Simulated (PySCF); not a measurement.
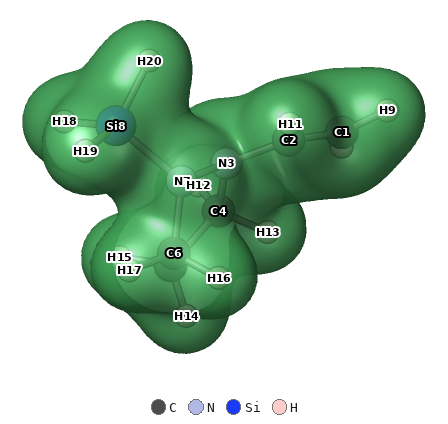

The picture shows: C$_{5}$H$_{12}$N$_{2}$Si (SMILES C=CN1CCCN1[SiH3]). Isosurface of the total electron density at 0.1 e/Å³ (green), seen at a tilt.

Geometry: GFN2-xTB.

All numbers below come from PBE0/pcSseg-1, SCF density, gas phase, non-relativistic in PySCF 2.14.0.

```yaml
atoms:
  - { symbol: C, position_ang: [2.9308, -0.0403, 0.0384] }
  - { symbol: C, position_ang: [1.7598, 0.5869, 0.1005] }
  - { symbol: N, position_ang: [0.5446, 0.0836, -0.2978] }
  - { symbol: C, position_ang: [0.2630, -1.3444, -0.2456] }
  - { symbol: C, position_ang: [-1.1230, -1.4543, 0.4116] }
  - { symbol: C, position_ang: [-1.2814, -0.0698, 1.0498] }
  - { symbol: N, position_ang: [-0.6050, 0.8028, 0.1181] }
  - { symbol: Si, position_ang: [-1.4029, 1.7222, -1.1119] }
  - { symbol: H, position_ang: [3.8342, 0.4713, 0.3116] }
  - { symbol: H, position_ang: [3.0325, -1.0572, -0.2954] }
  - { symbol: H, position_ang: [1.6971, 1.6219, 0.4079] }
  - { symbol: H, position_ang: [0.2719, -1.7685, -1.2540] }
  - { symbol: H, position_ang: [1.0285, -1.8478, 0.3525] }
  - { symbol: H, position_ang: [-1.1743, -2.2641, 1.1361] }
  - { symbol: H, position_ang: [-1.8955, -1.6017, -0.3435] }
  - { symbol: H, position_ang: [-0.7620, -0.0357, 2.0169] }
  - { symbol: H, position_ang: [-2.3171, 0.2303, 1.1878] }
  - { symbol: H, position_ang: [-2.0745, 0.9520, -2.1699] }
  - { symbol: H, position_ang: [-2.3969, 2.4980, -0.3717] }
  - { symbol: H, position_ang: [-0.3348, 2.5255, -1.6954] }
```

**Which contacts does the surface bridge?**

At this value the surface is in one piece. It bridges the sampled C–C (1.33 Å), C–N (1.37 Å), N–N (1.42 Å) and Si–N (1.73 Å) contacts, where the density stays above the isovalue. On the grid the lowest density along these lines, outside the cores, is 2.3 e/Å³ (C–C, 1.33 Å), 2.1 e/Å³ (C–N, 1.37 Å), 2.1 e/Å³ (N–N, 1.42 Å) and 0.92 e/Å³ (Si–N, 1.73 Å).
